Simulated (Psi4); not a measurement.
# [BH2F2]− (SMILES F[BH2-]F) at TPSSh/cc-pVTZ

Aim: the vertical ionisation energy of [BH2F2]− at TPSSh/cc-pVTZ, from 2 runs. 

The results are computed with Psi4 1.11.

2 further runs of the same task are left out: 2 set aside as unsound or not needed.

### 1 The system as given

[BH2F2]− has 5 atoms, charge -1, and is taken as a singlet. SMILES: `F[BH2-]F`. Geometry: relaxed at GFN2-xTB.

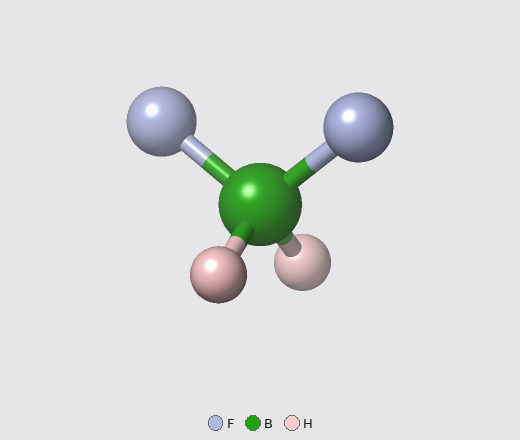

The structure, seen from a chosen angle (fluorine light blue, boron green, hydrogen pink).

### 2 Energy and forces at TPSSh/cc-pVTZ

Input file calc.inp:

```
memory 1600 mb

molecule geom {
  -1 1
  F
  B 1 1.425008
  F 2 1.424923 1 107.42003
  H 2 1.225472 3 109.02024 1 -117.97896
  H 2 1.22496 4 113.00632 1 -121.49617
  symmetry c1
}

set basis cc-pVTZ
set puream true
set e_convergence 1e-09
set d_convergence 1e-08
set scf_type pk
set dft_radial_points 99
set dft_spherical_points 590

E, wfn = gradient('tpssh', return_wfn=True)
oeprop(wfn, 'MAYER_INDICES', 'LOWDIN_CHARGES', 'DIPOLE', title='TPSSH')
```

The run is started by

```console
$ psi4 -i calc.inp -o calc.out -n 1
```

calc.out:

```text
[...]
  Running in c1 symmetry.
[...]
  Nuclear repulsion =   65.473355401322067
[...]
  Multiplicity = 1
[...]
  Nalpha       = 13
  Nbeta        = 13
[...]
    Number of basis functions: 118
[...]
   @RKS iter   1:  -225.78387131522447   -5.38640e-01   5.47323e-03 DIIS/ADIIS
[...]
   @RKS iter  10:  -225.95857058472185   -5.98561e-11   5.19868e-09 DIIS
[...]
    Orbital Energies [Eh]
    ---------------------
    Doubly Occupied:
       1A    -24.309578     2A    -24.309538     3A     -6.472146
       4A     -0.896369     5A     -0.868547     6A     -0.276016
       7A     -0.195941     8A     -0.184867     9A     -0.182612
      10A     -0.116919    11A     -0.100491    12A     -0.091622
      13A     -0.019357
[...]
  @RKS Final Energy:  -225.95857058472185
   => Energetics <=
    Nuclear Repulsion Energy =             65.4733554013220669
    One-Electron Energy =                -450.7066986262700539
    Two-Electron Energy =                 182.8414834144089696
    DFT Exchange-Correlation Energy =     -23.5667107741828374
    Empirical Dispersion Energy =           0.0000000000000000
    VV10 Nonlocal Energy =                  0.0000000000000000
    Total Energy =                       -225.9585705847218549
[...]
  -Total Gradient:
     Atom            X                  Y                   Z
    ------   -----------------  -----------------  -----------------
       1        0.000130870697    -0.001600282102     0.009828090045
       2       -0.000421900485     0.002756275171     0.002085911399
       3        0.000129025090     0.008906849805    -0.004488390053
       4       -0.005518468017    -0.005056864276    -0.003732658251
       5        0.005680525188    -0.005000571257    -0.003688944530
[...]
 Multipole Moments:
 ------------------------------------------------------------------------------------
     Multipole            Electronic (a.u.)      Nuclear  (a.u.)        Total (a.u.)
 ------------------------------------------------------------------------------------
 L = 1.  Multiply by 2.5417464519 to convert [e a0] to [Debye]
 Dipole X            :         -0.0049858            0.0027283           -0.0022574
 Dipole Y            :         -2.3254444            1.8367117           -0.4887327
 Dipole Z            :         -1.7068327            1.3482881           -0.3585446
 Magnitude           :                                                    0.6061509
[...]
```

It took 36 s on 1 thread of Intel Xeon 6975P-C (Granite Rapids), shared host; peak memory 0.72 GiB.

### 3 Doublet neutral BH2F2: a single-point energy at UTPSSh/cc-pVTZ

Input file calc.in:

```
memory 1.6 GB

molecule {
  0 2
  F
  B 1 1.425008
  F 2 1.424923 1 107.42003
  H 2 1.225472 3 109.02024 1 -117.97896
  H 2 1.22496 4 113.00632 1 -121.49617
  symmetry c1
}

set {
  basis cc-pVTZ
  reference uks
  puream true
  e_convergence 1e-09
  d_convergence 1e-08
  scf_type pk
  dft_radial_points 99
  dft_spherical_points 590
  maxiter 200
}

e_tot, wfn = energy("tpssh", return_wfn=True)
oeprop(wfn, "WIBERG_LOWDIN_INDICES", "MULLIKEN_CHARGES", "QUADRUPOLE", title="TPSSH")
print_variables()
```

The run is started by

```console
$ psi4 -i calc.in -o calc.out -n 1
```

calc.out, shortened:

```text
[...]
  Running in c1 symmetry.
[...]
  Nuclear repulsion =   65.473355401322067
[...]
  Multiplicity = 2
[...]
  Nalpha       = 13
  Nbeta        = 12
[...]
    Number of basis functions: 118
[...]
   @UKS iter   1:  -225.75708663890356   -5.11855e-01   3.52963e-03 ADIIS/DIIS
[...]
   @UKS iter  13:  -225.81996220602591   -9.09495e-13   2.44750e-09 DIIS
[...]
   @S^2 Observed:                7.568407453E-01
[...]
  @UKS Final Energy:  -225.81996220602591
   => Energetics <=
    Nuclear Repulsion Energy =             65.4733554013220669
    One-Electron Energy =                -443.3540697681116285
    Two-Electron Energy =                 175.2914200937762814
    DFT Exchange-Correlation Energy =     -23.2306679330126222
    Empirical Dispersion Energy =           0.0000000000000000
    VV10 Nonlocal Energy =                  0.0000000000000000
    Total Energy =                       -225.8199622060259060
[...]
 Multipole Moments:
 ------------------------------------------------------------------------------------
     Multipole            Electronic (a.u.)      Nuclear  (a.u.)        Total (a.u.)
 ------------------------------------------------------------------------------------
 L = 1.  Multiply by 2.5417464519 to convert [e a0] to [Debye]
 Dipole X            :         -0.0012086            0.0027283            0.0015198
 Dipole Y            :         -1.2374233            1.8367117            0.5992884
 Dipole Z            :         -0.9082161            1.3482881            0.4400720
 Magnitude           :                                                    0.7435134
 L = 2.  Multiply by 1.3450342976 to convert [e a0^2] to [Debye ang]
 Quadrupole XX       :        -18.6023635            7.4558566          -11.1465069
 Quadrupole XY       :          0.0025187            0.0004111            0.0029298
[...]
  Mulliken Charges: (a.u.)
   Center  Symbol    Alpha    Beta     Spin     Total
       1     F     4.68448  4.51136  0.17312 -0.19584
       2     B     2.35479  2.38451 -0.02972  0.26070
       3     F     4.68443  4.51141  0.17302 -0.19584
       4     H     0.63852  0.29558  0.34294  0.06590
       5     H     0.63778  0.29713  0.34065  0.06509
   Total alpha = 13.00000, Total beta = 12.00000, Total charge = -0.00000
  Wiberg Bond Indices using Orthogonal Lowdin Orbitals:
  Total Bond Index:
[...]
```

Run time: 49 s. Hardware: 1 thread of Intel Xeon 6975P-C (Granite Rapids), shared host; peak memory 0.74 GiB.

### 4 Outcome

Level: TPSSh/cc-pVTZ.

```
                                                               quantity          value
                                         singlet [BH2F2]−: total energy  -225.95857 Eh
                                          singlet [BH2F2]−: HOMO energy       -0.53 eV
                                          singlet [BH2F2]−: LUMO energy        8.15 eV
singlet [BH2F2]−: HOMO–LUMO gap (to an unbound level, set by the basis)        8.68 eV
                             singlet [BH2F2]−: largest force on an atom     0.513 eV/Å
                                    doublet neutral BH2F2: total energy  -225.81996 Eh
                                   doublet neutral BH2F2: dipole moment         1.89 D
              doublet neutral BH2F2: HOMO energy (highest over α and β)       -9.56 eV
               doublet neutral BH2F2: LUMO energy (lowest over α and β)       -7.02 eV
                                            doublet neutral BH2F2: ⟨S²⟩          0.757
                    vertical detachment energy (to the doublet neutral)       3.772 eV
```

What this shows: The vertical ionisation energy comes to 3.77 eV (364 kJ/mol). The largest force (singlet [BH2F2]−) is 0.51 eV/Å: the shape isn't a stationary point for this species at this level. The negative HOMO energy of the first species, 0.53 eV, lies 3.24 eV below that difference.
